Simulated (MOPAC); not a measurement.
## Frequency calculation, with input and output: C$_{2}$H$_{6}$BClSi (part 2 of 3)

C$_{2}$H$_{6}$BClSi; PM6, closed shell (MOPAC 23.2.5). The geometry was optimised with PM6.

Geometry of the input (Å):
```
B  -0.6728  -0.2726  1.6199
C  -0.1321  0.5340  0.4288
C  1.2427  0.0564  -0.2378
Si -0.2134  -0.0253  -1.3110
Cl -1.0674  -1.7658  -1.8950
H  -0.1466  -1.2786  1.9548
H  -1.6401  0.1274  2.1738
H  -0.2054  1.6196  0.6358
H  1.7096  -0.8064  0.2538
H  2.0187  0.8277  -0.3189
H  -0.4154  0.9532  -2.3625
```

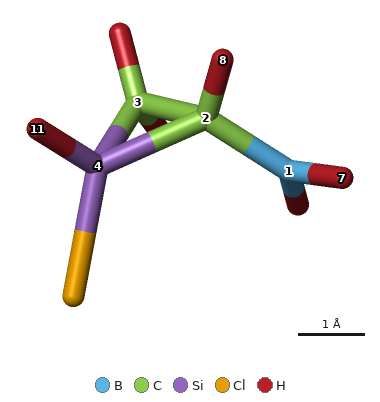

*The structure (stick view, seen at a tilt; atoms are numbered from 1 in the order of the input).*

The program's output, continued
```
           1    0.0220   -0.0069   -0.0476    0.0315   -0.1198    0.0007    0.0014    0.0007
           2   -0.0107    0.0014    0.0051    0.0014   -0.0072   -0.0001    0.0003    0.0002
           3    0.0016    0.0080    0.0053   -0.0011   -0.0056    0.0001   -0.0007   -0.0006
           4   -0.0279   -0.0093   -0.0310   -0.0303    0.1530    0.0011    0.0094    0.0097
           5    0.0274    0.0338   -0.0344   -0.0109    0.0478    0.0012   -0.0203   -0.0182
           6   -0.0218    0.0417   -0.0154    0.0083    0.0144    0.0013   -0.0197   -0.0176
           7    0.0330    0.0088    0.0052   -0.0096   -0.0228    0.0005   -0.0250    0.0275
           8   -0.0044   -0.0682    0.0250   -0.0415   -0.0501   -0.0023    0.0115   -0.0146
           9    0.0665    0.0061   -0.0195    0.0169    0.0388    0.0016    0.0126   -0.0160
          10   -0.0005   -0.0069    0.0057    0.0009   -0.0094   -0.0301   -0.0005    0.0002
          11    0.0020    0.0062   -0.0017    0.0018    0.0038    0.0167   -0.0003   -0.0005
          12   -0.0079   -0.0253    0.0175   -0.0017   -0.0208   -0.0052   -0.0005   -0.0008
          13   -0.0003   -0.0005    0.0004   -0.0002   -0.0001   -0.0002   -0.0000    0.0000
          14    0.0004    0.0002   -0.0003    0.0001    0.0002    0.0001    0.0000   -0.0000
          15    0.0008    0.0018   -0.0014    0.0002    0.0008   -0.0000    0.0000    0.0000
          16    0.1046    0.0589    0.2476   -0.0257    0.0564    0.0000    0.0064    0.0046
          17    0.0407    0.0459    0.1835   -0.0349    0.0997   -0.0008   -0.0123   -0.0104
          18   -0.0071   -0.0198   -0.0007   -0.0003    0.0370    0.0005   -0.0018   -0.0014
          19    0.0379    0.0372    0.2986   -0.0177    0.0203   -0.0005    0.0008    0.0003
          20   -0.0166   -0.0180   -0.1823    0.0280   -0.0865    0.0011    0.0028    0.0009
          21   -0.0149   -0.0127   -0.0352    0.0052    0.0027   -0.0003    0.0009    0.0006
          22   -0.0833    0.2856    0.0418    0.0131   -0.0859   -0.0003   -0.1356   -0.1152
          23   -0.0584    0.2786    0.0172    0.0273   -0.1037    0.0008    0.2786    0.2401
          24    0.0377   -0.0751   -0.0199   -0.0166    0.0564   -0.0016    0.2731    0.2347
          25   -0.1465   -0.1181    0.0341    0.2612    0.1179   -0.0010    0.1447   -0.1543
          26   -0.1401   -0.1503    0.0420    0.1645    0.0577    0.0017   -0.2056    0.2242
          27   -0.2249    0.0115   -0.0104   -0.2275   -0.0713    0.0031    0.0184   -0.0207
          28   -0.1883    0.0447    0.0108   -0.1084   -0.0879   -0.0027    0.1664   -0.1935
          29   -0.0724    0.0518    0.0656    0.3741    0.0284   -0.0012    0.0462   -0.0527
          30   -0.1628    0.0656   -0.0003   -0.0099   -0.0309   -0.0025   -0.1866    0.2163
          31    0.0026   -0.0168    0.0102   -0.0013   -0.0202    0.8236    0.0008    0.0002
          32    0.0163    0.0065   -0.0096   -0.0007   -0.0042   -0.4560   -0.0005    0.0002
          33    0.0117    0.0162   -0.0145   -0.0010   -0.0152    0.1110    0.0007   -0.0004

   Root No.      25        26        27

                25 A      26 A      27 A

                2750.8    2861.6    2953.6

           1    0.0001   -0.0442    0.0024
           2    0.0001   -0.0020   -0.0719
           3   -0.0001    0.0006   -0.0072
           4   -0.0006    0.0005    0.0000
           5   -0.0032    0.0006   -0.0015
           6    0.0006    0.0004   -0.0006
           7   -0.0014    0.0001    0.0002
           8   -0.0322   -0.0002    0.0001
           9    0.0251    0.0002   -0.0001
          10    0.0001    0.0000    0.0000
          11   -0.0008    0.0001   -0.0001
          12    0.0009    0.0002    0.0000
          13    0.0000    0.0000   -0.0000
          14   -0.0000   -0.0000    0.0000
          15   -0.0001   -0.0000    0.0000
          16   -0.0019    0.2360   -0.2438
          17    0.0026   -0.3909    0.3913
          18    0.0003   -0.0427    0.0432
          19   -0.0008    0.2265    0.2203
          20   -0.0034    0.4133    0.3895
          21    0.0001    0.0365    0.0339
          22   -0.0018    0.0049   -0.0061
          23    0.0081   -0.0109    0.0069
          24    0.0057   -0.0101    0.0081
          25   -0.2899   -0.0027    0.0008
          26    0.3807    0.0032    0.0008
          27   -0.0074   -0.0001   -0.0001
          28    0.3158    0.0016   -0.0001
          29    0.0552    0.0003    0.0002
          30   -0.3261   -0.0020    0.0004
          31   -0.0013   -0.0004    0.0000
          32    0.0009   -0.0001    0.0001
          33   -0.0005   -0.0004   -0.0000

           MASS-WEIGHTED COORDINATE ANALYSIS (NORMAL COORDINATES)

   Root No.       1         2         3         4         5         6         7         8

                 1 A       2 A       3 A       4 A       5 A       6 A       7 A       8 A

                  94.4     149.3     217.8     262.6     334.0     445.8     525.2     630.3

           1    0.0370   -0.0535    0.1405    0.0150   -0.2849   -0.0574   -0.1500   -0.0803
           2    0.1233    0.1239   -0.0522   -0.2104   -0.2788   -0.0010   -0.0090   -0.0079
           3    0.6152   -0.1671    0.1682    0.1622   -0.1042   -0.0384   -0.0365   -0.0164
           4    0.0456   -0.0529    0.1364    0.0051   -0.2996   -0.0383   -0.0738   -0.0406
           5    0.0091   -0.1279   -0.0215    0.2668    0.3206    0.0996    0.0043   -0.0011
           6    0.0669    0.1444   -0.3647   -0.2118    0.2428   -0.2093   -0.1152   -0.1433
           7    0.1401    0.0686    0.1458    0.2558    0.3410   -0.0271   -0.0988    0.2752
           8   -0.0399   -0.1927   -0.0403    0.1197    0.0082   -0.0664   -0.0033   -0.1719
           9   -0.1352   -0.3833   -0.1942   -0.0273   -0.0374   -0.2735    0.1655   -0.0030
          10    0.2791   -0.0515   -0.4267   -0.2550    0.1559    0.4188    0.1763   -0.2019
          11    0.1393    0.4904    0.0865   -0.0798    0.1051   -0.1685   -0.1784    0.0201
          12   -0.0762    0.0096   -0.0551   -0.0684    0.0461   -0.2801   -0.0430    0.1103
          13   -0.3985    0.0524    0.0944    0.0384   -0.0132   -0.2559   -0.0489    0.0907
          14   -0.1916   -0.3082    0.0063    0.0023   -0.0476    0.1322    0.0831   -0.0279
          15   -0.3005    0.2900    0.2797    0.0871   -0.0790    0.5787    0.1023   -0.0894
          16    0.0449    0.0321    0.0386   -0.1065   -0.2644   -0.0416   -0.0623   -0.0378
          17    0.0485    0.0932   -0.0711   -0.0856   -0.2160   -0.0174   -0.0089   -0.0133
          18    0.2723   -0.2893    0.5318   -0.3707    0.1623    0.0083   -0.0520    0.0192
          19   -0.0209   -0.0670    0.0431    0.1321    0.0950    0.0076   -0.0293   -0.0169
          20    0.0503    0.0519    0.0113   -0.1822   -0.1607   -0.0151   -0.0109   -0.0108
          21    0.2421    0.1037   -0.2626    0.5920   -0.3233   -0.0008   -0.0273    0.0357
          22   -0.0633   -0.0228    0.0472   -0.0287   -0.0634   -0.0623   -0.1686   -0.0470
          23   -0.0076   -0.1434    0.0184    0.0805    0.0490    0.0507    0.1378    0.0284
          24   -0.0041    0.1431   -0.1145   -0.0838    0.1074   -0.1115   -0.2409   -0.0834
          25    0.0592    0.0442    0.0615    0.1342    0.2335   -0.0155    0.0453    0.0867
          26    0.0007   -0.0467   -0.0068    0.0757    0.1008   -0.0016    0.0135    0.0030
          27   -0.0663   -0.2619   -0.1936   -0.0509   -0.0231    0.1661   -0.3342    0.4546
          28    0.0357    0.0633    0.1600    0.1453    0.0806   -0.2026    0.3138   -0.2265
          29   -0.0583   -0.1805   -0.0607   -0.0068   -0.1667    0.0729   -0.1656    0.1231
          30   -0.0529   -0.0957    0.0395    0.0489   -0.0612   -0.2325    0.3076   -0.2283
          31    0.0722    0.0324   -0.0925   -0.1079   -0.0358    0.0352    0.3477    0.2223
          32    0.0703    0.1662   -0.0005   -0.1197   -0.1002   -0.0950    0.5090    0.5515
          33    0.0144    0.0012    0.0097    0.0034   -0.0042    0.0092   -0.0864    0.3088

   Root No.       9        10        11        12        13        14        15        16

                 9 A      10 A      11 A      12 A      13 A      14 A      15 A      16 A

                 663.6     721.1     771.8     830.1     851.1     926.5     997.9    1046.0

           1    0.0465   -0.2335    0.0913   -0.1292   -0.1194   -0.1956   -0.1631   -0.2402
           2    0.1091   -0.1413   -0.0375   -0.2157    0.2507   -0.1933    0.1336    0.1030
           3   -0.0382   -0.0528    0.1176   -0.0903   -0.0112    0.0504   -0.3688    0.3349
           4    0.0362   -0.0860    0.1327   -0.0985   -0.0230    0.0890    0.1025    0.1213
           5    0.3238   -0.3015   -0.1091    0.1509   -0.1178    0.1083   -0.2575   -0.2204
           6   -0.2356   -0.2784    0.3985   -0.1222   -0.0542    0.0521    0.1694   -0.2454
           7   -0.3508    0.1207   -0.0144   -0.0986    0.0765    0.2586    0.1255    0.0739
           8   -0.2689   -0.1116    0.2747    0.1979    0.0142    0.1437    0.2104    0.1520
           9   -0.2241    0.2994   -0.1140   -0.0566    0.0651   -0.3124   -0.0182    0.0545
          10    0.1414    0.1888   -0.1095    0.1019    0.0680   -0.0007    0.0025    0.0302
          11    0.0007    0.4028   -0.1172   -0.1369   -0.0062   -0.1147   -0.0504   -0.0208
          12    0.5148   -0.0042   -0.2062   -0.0042   -0.2129    0.2575    0.1173    0.1387
          13    0.0807    0.0146    0.0290    0.0165    0.0047    0.0079    0.0023    0.0056
          14   -0.0528   -0.0277   -0.0132   -0.0053   -0.0022   -0.0013   -0.0008   -0.0014
          15   -0.1637   -0.0119    0.0196    0.0041    0.0337   -0.0327   -0.0117   -0.0144
          16   -0.1252    0.0765    0.0669    0.2678   -0.3625    0.0825   -0.1948   -0.3273
          17   -0.0532    0.0488    0.0340    0.1090   -0.1343    0.0417   -0.1040   -0.0715
          18    0.0006   -0.0071   -0.1749    0.1412    0.0576   -0.0678    0.3990   -0.3608
          19    0.1452   -0.2721    0.0246   -0.3618    0.2826   -0.3046    0.0056   -0.0662
          20   -0.0430    0.0629    0.0130    0.1029   -0.1094    0.0877   -0.0411    0.0584
          21    0.0213    0.0415   -0.2124    0.1495    0.0333   -0.0958    0.4315   -0.2971
          22   -0.1098   -0.1671   -0.2666    0.4176    0.0154   -0.1762    0.1316    0.4362
          23    0.1295    0.1042    0.2106   -0.0662   -0.2822   -0.0154    0.2341    0.1012
          24   -0.1668   -0.3183   -0.2935    0.2969    0.2567   -0.0332   -0.2071   -0.0105
          25   -0.0815    0.0154    0.0206    0.0874   -0.2428   -0.3334   -0.0742    0.0276
          26   -0.0639   -0.0407    0.0785    0.1231   -0.1900   -0.2472   -0.0407    0.0302
          27   -0.1579    0.1187   -0.1496   -0.1499   -0.0793   -0.1318   -0.2106   -0.1693
          28   -0.0559    0.0961   -0.0495    0.0459    0.1687    0.0839   -0.1616   -0.1646
          29   -0.0859    0.0274   -0.0710   -0.0736    0.2876    0.5068   -0.0391   -0.0857
          30   -0.0339    0.1508   -0.1027    0.0166    0.2187    0.0424   -0.2037   -0.1900
          31   -0.0646   -0.1875   -0.0970    0.0105   -0.0422    0.0455    0.0135    0.0143
          32   -0.1211   -0.2762   -0.0165    0.0609    0.0106    0.0031   -0.0134   -0.0159
          33    0.3024    0.2073    0.5380    0.4566    0.4362   -0.1455   -0.0731   -0.0573

   Root No.      17        18        19        20        21        22        23        24

                17 A      18 A      19 A      20 A      21 A      22 A      23 A      24 A

                1081.4    1091.4    1159.6    1257.1    1288.0    2146.4    2674.8    2688.1

           1    0.1351   -0.0391   -0.2824    0.1738   -0.5029    0.0023    0.0081    0.0040
           2   -0.0659    0.0080    0.0303    0.0079   -0.0304   -0.0004    0.0017    0.0014
           3    0.0099    0.0456    0.0315   -0.0062   -0.0233    0.0003   -0.0043   -0.0037
           4   -0.1807   -0.0559   -0.1941   -0.1763    0.6769    0.0039    0.0576    0.0600
           5    0.1775    0.2025   -0.2153   -0.0635    0.2117    0.0042   -0.1235   -0.1124
           6   -0.1412    0.2496   -0.0961    0.0483    0.0638    0.0046   -0.1200   -0.1089
           7    0.2139    0.0526    0.0325   -0.0558   -0.1009    0.0018   -0.1523    0.1705
           8   -0.0285   -0.4083    0.1563   -0.2415   -0.2216   -0.0083    0.0698   -0.0904
           9    0.4307    0.0368   -0.1222    0.0986    0.1716    0.0056    0.0770   -0.0990
          10   -0.0051   -0.0630    0.0549    0.0080   -0.0637   -0.1644   -0.0044    0.0022
          11    0.0203    0.0569   -0.0166    0.0157    0.0260    0.0913   -0.0026   -0.0048
          12   -0.0779   -0.2315    0.1678   -0.0150   -0.1410   -0.0283   -0.0047   -0.0076
          13   -0.0031   -0.0056    0.0046   -0.0024   -0.0010   -0.0013   -0.0001    0.0001
          14    0.0046    0.0020   -0.0032    0.0006    0.0013    0.0007    0.0002   -0.0000
          15    0.0094    0.0183   -0.0150    0.0023    0.0059   -0.0001    0.0004    0.0001
          16    0.1965    0.1021    0.4491   -0.0432    0.0723    0.0000    0.0113    0.0083
          17    0.0764    0.0797    0.3328   -0.0588    0.1277   -0.0008   -0.0218   -0.0186
          18   -0.0133   -0.0343   -0.0012   -0.0005    0.0474    0.0005   -0.0032   -0.0025
          19    0.0711    0.0645    0.5415   -0.0299    0.0261   -0.0005    0.0014    0.0005
          20   -0.0312   -0.0311   -0.3306    0.0473   -0.1109    0.0011    0.0050    0.0016
          21   -0.0280   -0.0220   -0.0638    0.0088    0.0035   -0.0003    0.0015    0.0010
          22   -0.1564    0.4952    0.0759    0.0220   -0.1101   -0.0003   -0.2396   -0.2066
          23   -0.1097    0.4829    0.0312    0.0460   -0.1329    0.0009    0.4920    0.4305
          24    0.0709   -0.1302   -0.0360   -0.0280    0.0723   -0.0016    0.4824    0.4209
          25   -0.2751   -0.2047    0.0618    0.4402    0.1511   -0.0010    0.2555   -0.2767
          26   -0.2631   -0.2606    0.0761    0.2771    0.0740    0.0018   -0.3632    0.4019
          27   -0.4223    0.0199   -0.0189   -0.3834   -0.0914    0.0032    0.0325   -0.0371
          28   -0.3535    0.0774    0.0196   -0.1827   -0.1127   -0.0028    0.2939   -0.3470
          29   -0.1360    0.0898    0.1189    0.6304    0.0364   -0.0012    0.0816   -0.0945
          30   -0.3057    0.1137   -0.0005   -0.0168   -0.0396   -0.0026   -0.3297    0.3877
          31    0.0049   -0.0292    0.0185   -0.0022   -0.0259    0.8529    0.0014    0.0004
          32    0.0307    0.0113   -0.0174   -0.0012   -0.0054   -0.4722   -0.0009    0.0004
          33    0.0219    0.0281   -0.0263   -0.0017   -0.0194    0.1149    0.0012   -0.0007

   Root No.      25        26        27

                25 A      26 A      27 A

                2750.8    2861.6    2953.6

           1    0.0004   -0.2147    0.0113
           2    0.0004   -0.0097   -0.3427
           3   -0.0003    0.0031   -0.0344
           4   -0.0029    0.0025    0.0001
           5   -0.0165    0.0031   -0.0074
           6    0.0030    0.0023   -0.0032
           7   -0.0072    0.0006    0.0010
           8   -0.1643   -0.0009    0.0006
           9    0.1280    0.0010   -0.0004
          10    0.0005    0.0002    0.0003
          11   -0.0063    0.0004   -0.0004
          12    0.0069    0.0014    0.0001
          13    0.0002    0.0001   -0.0000
          14   -0.0001   -0.0000    0.0000
          15   -0.0005   -0.0002    0.0000
          16   -0.0029    0.3498   -0.3548
          17    0.0039   -0.5794    0.5695
          18    0.0005   -0.0633    0.0629
          19   -0.0011    0.3358    0.3206
          20   -0.0050    0.6127    0.5669
          21    0.0001    0.0542    0.0494
          22   -0.0026    0.0073   -0.0089
          23    0.0120   -0.0162    0.0100
          24    0.0084   -0.0149    0.0119
          25   -0.4282   -0.0041    0.0011
          26    0.5623    0.0047    0.0011
          27   -0.0110   -0.0002   -0.0001
          28    0.4665    0.0024   -0.0002
          29    0.0815    0.0004    0.0003
          30   -0.4817   -0.0029    0.0006
          31   -0.0020   -0.0006    0.0000
          32    0.0013   -0.0001    0.0001
          33   -0.0008   -0.0006   -0.0000

          DESCRIPTION OF VIBRATIONS

 VIBRATION          1    1A           ATOM PAIR      ENERGY CONTRIBUTION    RADIAL
 FREQUENCY            94.45         B  1 -- C  2         +31.0% (401.1%)      0.0%
 TRANSITION DIPOLE   0.1850         B  1 -- H  7         +14.4% (273.6%)      9.7%
 TRAVEL (Ang.)       0.3813         B  1 -- H  6         +13.1% (260.5%)      8.2%
 REDUCED MASS        4.9111         C  3 -- Si 4          +9.6% (222.8%)      2.0%
 EFFECTIVE MASS    135.1212
 FORCE CONSTANT      0.0258

 VIBRATION          2    2A           ATOM PAIR      ENERGY CONTRIBUTION    RADIAL
 FREQUENCY           149.29         C  3 -- Si 4         +18.8% (255.7%)      1.2%
 TRANSITION DIPOLE   0.2177         C  2 -- C  3         +18.1% (251.4%)      0.0%
 TRAVEL (Ang.)       0.3687         C  3 -- H  9         +15.3% (231.0%)     43.3%
 REDUCED MASS        3.3229         C  3 -- H 10         +11.4% (199.0%)     53.7%
 EFFECTIVE MASS     86.0566
 FORCE CONSTANT      0.0436

 VIBRATION          3    3A           ATOM PAIR      ENERGY CONTRIBUTION    RADIAL
 FREQUENCY           217.78         C  2 -- C  3         +14.7% (168.5%)      0.5%
 TRANSITION DIPOLE   0.2234         C  2 -- Si 4         +14.7% (168.1%)      0.5%
 TRAVEL (Ang.)       0.4202         B  1 -- C  2         +13.0% (158.0%)      0.0%
 REDUCED MASS        1.7532         C  3 -- Si 4         +11.2% (146.9%)      0.6%
 EFFECTIVE MASS     42.2109
 FORCE CONSTANT      0.0490

 VIBRATION          4    4A           ATOM PAIR      ENERGY CONTRIBUTION    RADIAL
 FREQUENCY           262.59         B  1 -- H  6         +17.4% (140.0%)      4.4%
 TRANSITION DIPOLE   0.2196         B  1 -- H  7         +15.8% (133.4%)      6.4%
 TRAVEL (Ang.)       0.6293         B  1 -- C  2         +15.7% (133.0%)      0.0%
 REDUCED MASS        0.6484         C  2 -- C  3         +10.2% (107.3%)      0.1%
 EFFECTIVE MASS     20.9207
 FORCE CONSTANT      0.0263
```
